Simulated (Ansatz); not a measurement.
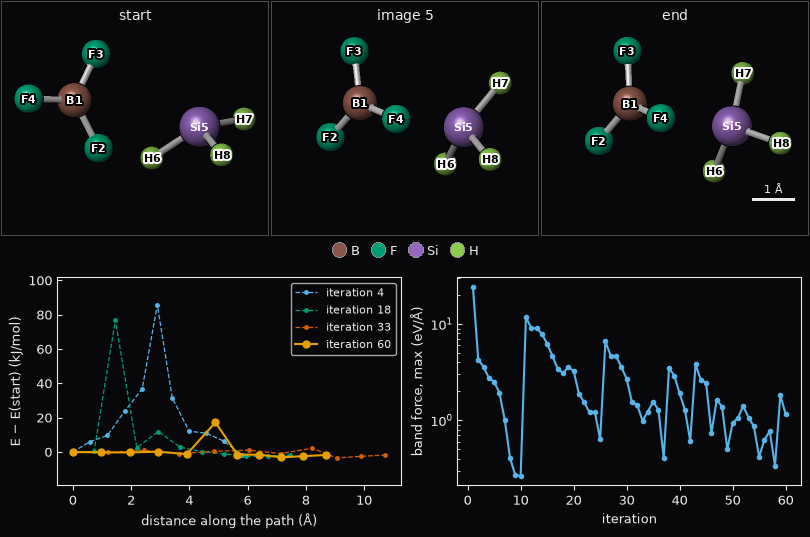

NEB run on BSiH3F3 (multiplicity 2), made up at the start of BF3 and SiH3. Images are numbered from 0 (start) to 10 (end). The plot follows the band through its iterations. A ball-and-stick model, seen from a free direction.

These are results of Ansatz, UKS PBE-D4/6-31G*, not measurements. Settings: 9 movable images; climbing image; force threshold 0.05 eV/Å; iteration limit 60; starting path through a guess of the saddle point.

### How did the profile develop, and is the result final?

The result isn't final. The band hadn't converged when the run stopped after 60 iterations. The largest component of the band force went from 24 to 1.2 eV/Å. The barrier read from it is provisional: over the last two iterations the highest image moved from 3.0 kJ/mol to 17.3 kJ/mol. The first iteration put the highest image at 625.5 kJ/mol. Relative to the start the highest point is image 5 at +17.3 kJ/mol and the end lies at −1.7 kJ/mol, but the profile dips to −3.1 kJ/mol at image 8 on the way, so there may be an intermediate minimum, or an end is no minimum.

Limits of the set-up: the start holds two separate molecules, 3.2 Å apart at their closest, whose relative position is a soft coordinate.

Cost: 16 min on 2 threads of Arm Neoverse V2 (shared host), peak memory 0.17 GiB.
